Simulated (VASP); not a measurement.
# A VASP study of Cs2AgBiBr6 (PBE + D3): structure first, properties next

Aim: relax Cs2AgBiBr6, then compute properties on the relaxed cell. The steps: full relaxation (PBE + D3), second relaxation, single point with fields (PBE + D3), band structure (PBE + D3), total and projected DOS (PBE + D3), volume scan with PBE + D3 and fit for PBE + D3. The atoms of the start are displaced at random from the sites of a Fm-3m cell.

Calculated with VASP 6.6.1; PBE with D3; plane waves and PAW (Bi_d, Cs_sv, Ag, Br).

### Step 1. Starting point

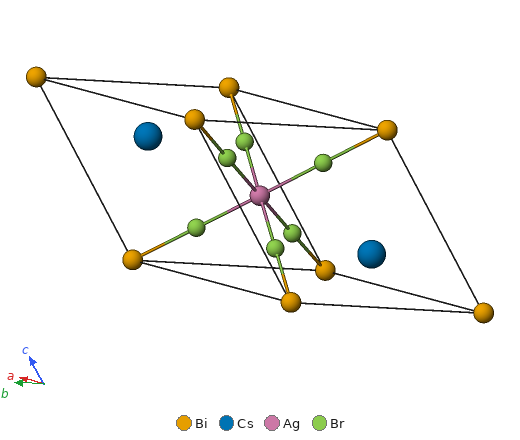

The starting structure, seen from a free direction (bismuth orange, caesium blue, silver pink, bromine green). Bonds to atoms that aren't drawn are left out. Some periodic images of atoms are drawn too.

As a file:

```cif
data_structure
_symmetry_space_group_name_H-M 'P1'
_symmetry_Int_Tables_number 1
_cell_length_a 7.9424
_cell_length_b 7.9424
_cell_length_c 7.9424
_cell_angle_alpha 60.000
_cell_angle_beta 60.000
_cell_angle_gamma 60.000
_cell_volume 354.27
loop_
_atom_site_label
_atom_site_type_symbol
_atom_site_symmetry_multiplicity
_atom_site_Wyckoff_symbol
_atom_site_fract_x
_atom_site_fract_y
_atom_site_fract_z
_atom_site_occupancy
Bi1 Bi 1 a 0.00116 0.99693 0.00227 1
Cs1 Cs 1 a 0.75121 0.75027 0.74942 1
Cs2 Cs 1 a 0.25087 0.24905 0.25046 1
Ag1 Ag 1 a 0.50233 0.49773 0.49813 1
Br1 Br 1 a 0.25186 0.75167 0.24957 1
Br2 Br 1 a 0.74988 0.24785 0.74994 1
Br3 Br 1 a 0.75107 0.74951 0.24830 1
Br4 Br 1 a 0.25288 0.75318 0.74853 1
Br5 Br 1 a 0.25268 0.25236 0.74711 1
Br6 Br 1 a 0.74888 0.25153 0.25311 1
```

### Step 2. Full relaxation (PBE + D3)

The start need not lie at this functional's minimum. ISIF = 3 frees volume, shape and positions, and EDIFFG sets the threshold on forces and stress at which the search stops. PBE, the usual starting point, adds the gradient of the density. A dispersion term adds the long-range attraction that semilocal functionals lack. D3 makes the C6 coefficients depend on coordination; zero damping switches the term off at short range.

The input, INCAR:

```
SYSTEM = Cs2AgBiBr6
PREC = Accurate
ENCUT = 400
EDIFF = 1E-06
NELM = 100
ISMEAR = 0
SIGMA = 0.05
LREAL = .FALSE.
ALGO = Normal
GGA = PE
IVDW = 11
NBANDS = 53
LORBIT = 11
LWAVE = .FALSE.
LCHARG = .FALSE.
KPAR = 4
IBRION = 2
NSW = 60
ISIF = 3
EDIFFG = -0.01
```

The input, POSCAR:

```
Cs2AgBiBr6
1.0
    0.0000000000      5.6161000000      5.6161000000
    5.6161000000      0.0000000000      5.6161000000
    5.6161000000      5.6161000000      0.0000000000
Bi Cs Ag Br
1 2 1 6
Direct
   -0.0030660000     -0.0003690000      0.0022710000
    0.7502660000      0.7491000000      0.7494230000
    0.2490460000      0.2496290000      0.2504570000
    0.4977330000      0.5018080000      0.4981330000
    0.7516700000      0.7468940000      0.2495750000
    0.2478460000      0.2523420000      0.7499360000
    0.7495110000      0.2511200000      0.2482980000
    0.7531750000      0.2454110000      0.7485350000
    0.2523570000      0.7478520000      0.7471110000
    0.2515290000      0.7464830000      0.2531090000
```

The input, KPOINTS:

```
Automatic mesh
0
Gamma
4 4 4
0 0 0
```

Potentials, in the order of the species: Bi_d, Cs_sv, Ag and Br (PBE family, release 64).

On the command line:

```console
mpirun -np 4 vasp_std
```

The program printed:

```text
[banner, memory and clock lines left out]
running    4 mpi-ranks, on    1 nodes
 distrk:  each k-point on    1 cores,    4 groups
 distr:  one band on    1 cores,    1 groups

 POSCAR found type information on POSCAR BiCsAgBr
 POSCAR found :  4 types and      10 ions
 LDA part: xc-table for (Slater+PW92), standard interpolation
 POSCAR, INCAR and KPOINTS ok, starting setup
 FFT: planning ... GRIDC
 FFT: planning ... GRID_SOFT
 FFT: planning ... GRID
 WAVECAR not read
 entering main loop
       N       E                     dE             d eps       ncg     rms          rms(c)
DAV:   1     0.639832119970E+03    0.63983E+03   -0.32318E+04  3904   0.117E+03
DAV:   2     0.352152394107E+02   -0.60462E+03   -0.58826E+03  4726   0.276E+02
DAV:   3    -0.288296111869E+02   -0.64045E+02   -0.63732E+02  4547   0.108E+02
DAV:   4    -0.306882049455E+02   -0.18586E+01   -0.18531E+01  4635   0.226E+01
DAV:   5    -0.307511234877E+02   -0.62919E-01   -0.62891E-01  5382   0.365E+00    0.821E+00
DAV:   6    -0.295295811822E+02    0.12215E+01   -0.22511E+00  5017   0.914E+00    0.547E+00
DAV:   7    -0.294590860315E+02    0.70495E-01   -0.11934E+00  4838   0.413E+00    0.239E+00
DAV:   8    -0.294638578936E+02   -0.47719E-02   -0.97532E-02  4587   0.155E+00    0.647E-01
DAV:   9    -0.294663008785E+02   -0.24430E-02   -0.84393E-03  4555   0.481E-01    0.131E-01
DAV:  10    -0.294670102865E+02   -0.70941E-03   -0.12782E-03  4899   0.148E-01    0.850E-02
DAV:  11    -0.294672823519E+02   -0.27207E-03   -0.28645E-04  4414   0.704E-02    0.187E-02
DAV:  12    -0.294673110536E+02   -0.28702E-04   -0.31683E-05  4779   0.293E-02    0.113E-02
DAV:  13    -0.294673157284E+02   -0.46747E-05   -0.11596E-05  4587   0.127E-02    0.404E-03
DAV:  14    -0.294673157961E+02   -0.67746E-07   -0.16364E-06  3144   0.725E-03
   1 F= -.32231709E+02 E0= -.32231709E+02  d E =-.322317E+02
 curvature:   0.00 expect dE= 0.000E+00 dE for cont linesearch  0.000E+00
 trial: gam= 0.00000 g(F)=  0.246E-01 g(S)=  0.103E+00 ort = 0.000E+00 (trialstep = 0.100E+01)
 search vector abs. value=  0.128E+00
 bond charge predicted
       N       E                     dE             d eps       ncg     rms          rms(c)
DAV:   1    -0.304808293973E+02   -0.10135E+01   -0.24272E+01  4265   0.296E+01    0.566E+00
DAV:   2    -0.297241326131E+02    0.75670E+00   -0.19181E+00  4241   0.950E+00    0.215E+00
DAV:   3    -0.295958451969E+02    0.12829E+00   -0.39133E-01  4481   0.306E+00    0.110E+00
DAV:   4    -0.295830557441E+02    0.12789E-01   -0.47158E-02  5161   0.150E+00    0.347E-01
DAV:   5    -0.295823587323E+02    0.69701E-03   -0.84867E-03  4233   0.663E-01    0.243E-01
DAV:   6    -0.295823213719E+02    0.37360E-04   -0.11819E-03  4457   0.160E-01    0.464E-02
DAV:   7    -0.295823080849E+02    0.13287E-04   -0.97309E-05  4898   0.821E-02    0.241E-02
DAV:   8    -0.295823165809E+02   -0.84961E-05   -0.42536E-05  4321   0.280E-02    0.774E-03
DAV:   9    -0.295823157225E+02    0.85838E-06   -0.33273E-06  3992   0.128E-02
   2 F= -.32290250E+02 E0= -.32290250E+02  d E =-.585410E-01
[... from here on, the cycles between the ionic steps are left out ...]
   3 F= -.32290474E+02 E0= -.32290474E+02  d E =-.587651E-01
   4 F= -.32290462E+02 E0= -.32290462E+02  d E =-.587533E-01
   5 F= -.32291867E+02 E0= -.32291867E+02  d E =-.140478E-02
   6 F= -.32292921E+02 E0= -.32292921E+02  d E =-.245884E-02
   7 F= -.32292941E+02 E0= -.32292941E+02  d E =-.247929E-02
   8 F= -.32293276E+02 E0= -.32293276E+02  d E =-.335259E-03
   9 F= -.32293601E+02 E0= -.32293601E+02  d E =-.659404E-03
  10 F= -.32293671E+02 E0= -.32293671E+02  d E =-.702644E-04
  11 F= -.32293683E+02 E0= -.32293683E+02  d E =-.821884E-04
 curvature:  -1.16 expect dE=-0.535E-04 dE for cont linesearch -0.920E-08
 trial: gam= 0.34636 g(F)=  0.335E-04 g(S)=  0.126E-04 ort =-0.119E-05 (trialstep = 0.192E+01)
 search vector abs. value=  0.667E-04
 bond charge predicted
       N       E                     dE             d eps       ncg     rms          rms(c)
DAV:   1    -0.295781002891E+02    0.27382E-03   -0.23905E-02  3936   0.548E-01    0.629E-02
DAV:   2    -0.295781767579E+02   -0.76469E-04   -0.10871E-03  4707   0.138E-01    0.259E-02
DAV:   3    -0.295781679204E+02    0.88374E-05   -0.23632E-05  4984   0.234E-02    0.176E-02
DAV:   4    -0.295781623495E+02    0.55709E-05   -0.15558E-05  4880   0.197E-02    0.528E-03
DAV:   5    -0.295781627037E+02   -0.35412E-06   -0.24593E-06  3774   0.665E-03
  12 F= -.32293743E+02 E0= -.32293743E+02  d E =-.599407E-04
 trial-energy change:   -0.000060  1 .order   -0.000061   -0.000088   -0.000034
 step:   3.1569(harm=  3.1569)  dis= 0.00249  next Energy=   -32.293755 (dE=-0.720E-04)
 reached required accuracy - stopping structural energy minimisation
```

Elapsed: 28 min, on 4 MPI ranks of AMD EPYC 7R43, shared host; peak memory 3 GiB.

Lines that name or quote the potential files are left out of all logs, and their timing lines are given in words.

OUTCAR, selected parts (step 2):

```text
ion  position               nearest neighbor table
   1  0.997  1.000  0.002-   7 2.79   8 2.79   5 2.80   6 2.83  10 2.84   9 2.85
   2  0.750  0.749  0.749-
   3  0.249  0.250  0.250-
   4  0.498  0.502  0.498-  10 2.76   9 2.78   5 2.80   6 2.80   7 2.81   8 2.84
   5  0.752  0.747  0.250-   1 2.80   4 2.80
   6  0.248  0.252  0.750-   4 2.80   1 2.83
   7  0.750  0.251  0.248-   1 2.79   4 2.81
   8  0.753  0.245  0.749-   1 2.79   4 2.84
   9  0.252  0.748  0.747-   4 2.78   1 2.85
  10  0.252  0.746  0.253-   4 2.76   1 2.84

  LATTYP: Found a face centered cubic cell.
 ALAT       =    11.2322000000

 Subroutine GETGRP returns: Found  1 space group operations
 (whereof  1 operations were pure point group operations)

The static configuration has the point symmetry C_1 .

 Found     36 irreducible k-points:

   k-points           NKPTS =     36   k-points in BZ     NKDIM =     36   number of bands    NBANDS=     53

   dimension x,y,z NGX =    54 NGY =   54 NGZ =   54
   dimension x,y,z NGXF=   108 NGYF=  108 NGZF=  108

   ENCUT  =  400.0 eV  29.40 Ry    5.42 a.u.  12.95 12.95 12.95*2*pi/ulx,y,z

   NELECT =      86.0000    total number of electrons

 k-points in reciprocal lattice and weights: Automatic mesh
   0.00000000  0.00000000  0.00000000       0.016
   0.25000000  0.00000000  0.00000000       0.031
   0.00000000  0.25000000  0.00000000       0.031
   0.00000000  0.00000000  0.25000000       0.031
   0.25000000  0.25000000  0.25000000       0.031
   0.50000000  0.00000000  0.00000000       0.016
   0.00000000  0.50000000  0.00000000       0.016
   0.00000000  0.00000000  0.50000000       0.016
   0.50000000  0.50000000  0.50000000       0.016
[...]
0.25000000 -0.25000000  0.50000000       0.031
   0.50000000  0.25000000 -0.25000000       0.031

 Edisp (eV)   -2.71531

 average (electrostatic) potential at core
       1-110.1610       2 -49.3704       3 -49.3705       4 -76.3618       5 -63.7586
       6 -63.7581       7 -63.7598       8 -63.7601       9 -63.7580      10 -63.7566

 E-fermi :   1.3777

 k-point     1 :       0.0000    0.0000    0.0000
  band No.  band energies     occupation
    ...
     39      -0.0078      2.00000
     40      -0.0073      2.00000
     41      -0.0072      2.00000
     42       0.4947      2.00000
     43       0.4966      2.00000
     44       3.3623      0.00000
     45       3.3673      0.00000
     46       3.3697      0.00000
     47       4.7640      0.00000
     48       5.7557      0.00000
    ...

 k-point     2 :       0.2500    0.0000    0.0000
  band No.  band energies     occupation
    ...
     39      -0.2903      2.00000
     40      -0.2831      2.00000
     41      -0.1013      2.00000
     42       0.1247      2.00000
     43       0.1289      2.00000
     44       2.8581      0.00000
     45       4.0099      0.00000
     46       4.0224      0.00000
     47       5.3226      0.00000
     48       6.0919      0.00000
    ...

 k-point     3 :       0.0000    0.2500    0.0000
  band No.  band energies     occupation
    ...
     39      -0.2899      2.00000
     40      -0.2870      2.00000
     41      -0.1013      2.00000
     42       0.1260      2.00000
     43       0.1303      2.00000
     44       2.8600      0.00000
     45       4.0116      0.00000
     46       4.0171      0.00000
     47       5.3226      0.00000
     48       6.0923      0.00000
    ...

 Edisp (eV)   -2.71558

  Total       0.00336    -0.00957    -0.01341     0.00401    -0.00306     0.00653
  in kB       0.01469    -0.04188    -0.05867     0.01756    -0.01341     0.02855
  external pressure =       -0.03 kB  Pullay stress =        0.00 kB

  energy-cutoff  :      400.00
  volume of cell :      366.23
      direct lattice vectors                 reciprocal lattice vectors
    -0.001932688  5.679561502  5.679710915    -0.088037101  0.088024450  0.088013207
     5.676241977 -0.000157864  5.677940862     0.088075888 -0.088040548  0.088068203
     5.676816731  5.678363855 -0.000731369     0.088058118  0.088061603 -0.088029322

 POSITION                                       TOTAL-FORCE (eV/Angst)
 -----------------------------------------------------------------------------------
     11.34511     11.35505     11.35092        -0.002836      0.003851      0.000760
      8.50645      8.51400      8.51178        -0.000418      0.001951     -0.000117
      2.83107      2.83918      2.83477        -0.002212      0.000180     -0.000088
      5.67058      5.67862      5.67162        -0.001352     -0.005898      0.001843
      5.66091      5.68406      8.48836         0.002528     -0.004684      0.000724
      5.68050      5.67422      2.85713        -0.004775     -0.000613     -0.001892
      2.85458      5.66866      5.67276        -0.000260     -0.000701     -0.004453
      5.65186      8.49190      5.66763         0.007865      0.003111      0.001245
      8.48355      5.68418      5.68076        -0.000585     -0.000485     -0.001164
      5.67346      2.86033      5.67247         0.002045      0.003288      0.003141
 -----------------------------------------------------------------------------------
    total drift:                                0.000146     -0.000090      0.000049

  FREE ENERGIE OF THE ION-ELECTRON SYSTEM (eV)
  ---------------------------------------------------
  free  energy   TOTEN  =       -32.2937427404 eV

  energy  without entropy=      -32.2937427404  energy(sigma->0) =      -32.29374274

 reached required accuracy - stopping structural energy minimisation

 total charge
# of ion       s       p       d       tot
------------------------------------------
    1        1.649   0.929   9.976  12.554
    2        1.840   4.712   0.015   6.567
    3        1.840   4.712   0.015   6.567
    4        0.235   0.168   9.319   9.722
    5        1.612   3.240   0.012   4.864
    6        1.612   3.240   0.012   4.864
    7        1.612   3.240   0.012   4.864
    8        1.612   3.240   0.012   4.864
    9        1.612   3.240   0.012   4.864
   10        1.612   3.240   0.012   4.864
--------------------------------------------------
tot         15.236  29.961  19.395  64.593

[... 3 further parts left out ...]
```

The gap is read on the k-mesh alone, so it is an upper bound where the band edges lie off the mesh.

The steps of the relaxation:

| step | energy less that of the first step (eV) | largest force (eV/Å) | pressure (GPa) | volume (Å³) |
| --- | --- | --- | --- | --- |
| 1 | 0.0000 | 0.3741 | 1.21 | 354.27 |
| 2 | -0.0585 | 0.0884 | -0.13 | 368.14 |
| 3 | -0.0588 | 0.0976 | -0.05 | 367.24 |
| 4 | -0.0588 | 0.0946 | -0.07 | 367.50 |
| 5 | -0.0602 | 0.0601 | -0.05 | 367.06 |
| 6 | -0.0612 | 0.0393 | -0.01 | 366.33 |
| 7 | -0.0612 | 0.0464 | 0.00 | 366.21 |
| 8 | -0.0616 | 0.0297 | 0.01 | 366.08 |
| 9 | -0.0619 | 0.0115 | 0.03 | 365.75 |
| 10 | -0.0620 | 0.0127 | -0.03 | 366.47 |
| 11 | -0.0620 | 0.0117 | -0.01 | 366.27 |
| 12 | -0.0620 | 0.0085 | 0.00 | 366.23 |

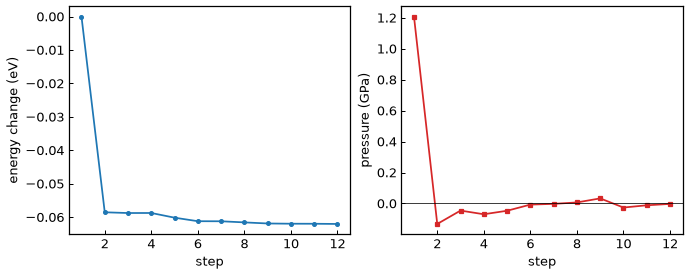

Energy and pressure along the relaxation.

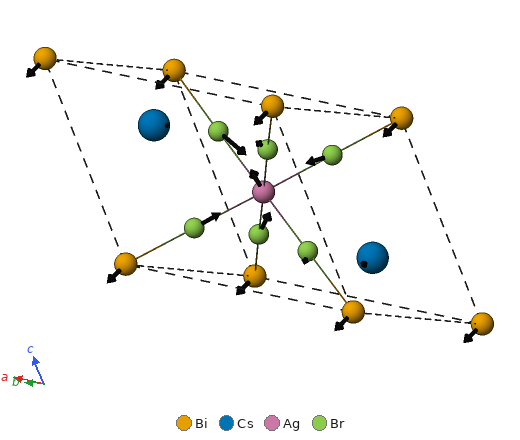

Displacements in the relaxation, exaggerated, measured against the changing cell; the longest in the cell stands for 0.04 Å. Bonds to atoms that aren't drawn are left out. Some periodic images of atoms are drawn too.

| cell as run | before | after | change |
| --- | --- | --- | --- |
| a (Å) | 7.942 | 8.032 | +1.1 % |
| b (Å) | 7.942 | 8.029 | +1.1 % |
| c (Å) | 7.942 | 8.029 | +1.1 % |
| α (°) | 60.00 | 60.01 | +0.0 % |
| β (°) | 60.00 | 60.01 | +0.0 % |
| volume (Å³/atom) | 35.43 | 36.62 | +3.4 % |

The atoms that moved most (Å, as changes of fractional coordinates times the final cell):

| atom | dx | dy | dz | length |
| --- | --- | --- | --- | --- |
| Br8 | 0.011 | -0.036 | -0.003 | 0.038 |
| Ag4 | -0.005 | 0.023 | -0.004 | 0.024 |
| Br7 | 0.021 | 0.002 | -0.010 | 0.023 |
| Br5 | 0.006 | -0.002 | -0.022 | 0.022 |
| Bi1 | -0.017 | 0.002 | 0.014 | 0.022 |
| Br6 | -0.009 | 0.008 | 0.017 | 0.021 |
| Br9 | -0.002 | 0.009 | 0.002 | 0.009 |
| Cs3 | -0.007 | 0.003 | 0.003 | 0.008 |

The relaxed structure:

```
Bi Cs Ag Br
1.0
    -0.00193    5.67956    5.67971
     5.67624   -0.00016    5.67794
     5.67682    5.67836   -0.00073
Bi Cs Ag Br
1 2 1 6
Direct
  0.99976 0.99918 0.99976
  0.74971 0.74925 0.74953
  0.25018 0.24904 0.24978
  0.49981 0.49898 0.50014
  0.74905 0.74572 0.25181
  0.25084 0.25238 0.74838
  0.74695 0.25194 0.25119
  0.74875 0.24930 0.74658
  0.25346 0.74705 0.74753
  0.25156 0.74743 0.25214
```

This step gave:

```
electrons                       : 86
bands                           : 53
irreducible k-points            : 36
symmetry operations             : 1
free energy (TOTEN)             : -32.29 eV
Fermi energy                    : 1.378 eV
pressure                        : -0.002862 GPa
metallic                        : no
valence top at k                : 0, 0.5, 0.5
conduction bottom at k          : 0.5, 0.5, 0.5
least direct gap at k           : 0.25, 0.5, 0
SCF cycles over all ionic steps : 85
gap on the k-mesh               : 1.281 eV
least direct gap on the k-mesh  : 2.419 eV
```

It ends with a largest force of 0.009 eV/Å and a pressure of 0.00 GPa. The volume lies +3.4 % from that of the database's start.

(Part 1 of 5 ends here.)

[Lines on the potential files, build, host, timing and source positions are cut from VASP's logs without a mark.]

[Logs are printed without paths, hosts, clocks, repeated set-up lines and the standing remarks that a program may print on its own settings, such as how far it seeks lower states.]

[Hosts, paths, dates, database ids (printed as entryN), source tags and the programs' standing remarks are cut or masked in the printed files.]

[A measured line is paired with the nearest computed mode of its activity, which favours agreement.]

[In band tables of VASP the shares of atoms and orbitals are scaled to a sum of 1 inside the atoms' spheres.]
